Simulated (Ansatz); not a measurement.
Pair distribution function (total) of Ag (fcc), cell Ag32, begun in the crystal structure [in the run: it stayed crystalline; mean temperature 427 K (target 460 K); density 9.88 g/cm³, volume +6 % from the start crystal's; one k-point, which a denser mesh shifts by -0.9 GPa in pressure and 0.06 eV/Å in forces], from MD at 427 K. Computed with r2SCAN (plane waves, PAW; Ansatz, a first-principles code). Volume per atom 18.13 Å³, mean pressure -0.4 GPa. 

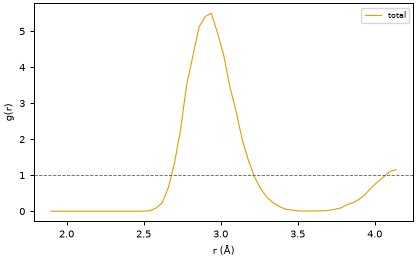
*Pair distribution from the trajectory*

Q: From these data, give the position and height of the first peak of the total curve, where the first shell ends and the number of neighbours in it.

A: first peak at 2.92 Å with height 5.5; g is nil from 3.5 to 3.6 Å, so any cut there serves; 12.0 neighbours in the shell, from n = 4πρ∫r²g(r)dr.
